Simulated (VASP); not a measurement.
Band structure of TiN (rock salt). Level of theory: LDA (Ceperley-Alder, Perdew-Zunger), VASP's LDA PAW potentials (set 64) (plane waves; VASP).

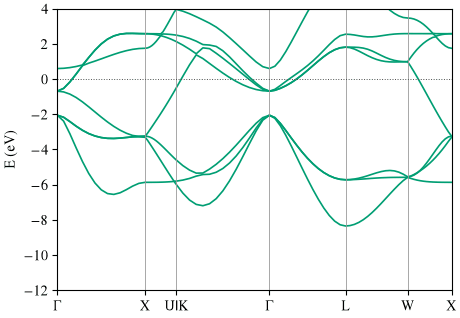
Fig. 1. Bands along high-symmetry lines, zero at the valence-band maximum or, without a gap, the Fermi level

**Question.** Read the plot: is there a gap, and where are the band edges?

**Answer.** It has no gap at this level: it comes out as a metal or semimetal. (Edges off the drawn lines would not show.)

The compound is TiN in the rock salt structure. It was relaxed first. The electron count is odd and the run is not spin-polarised, which forces a metal.
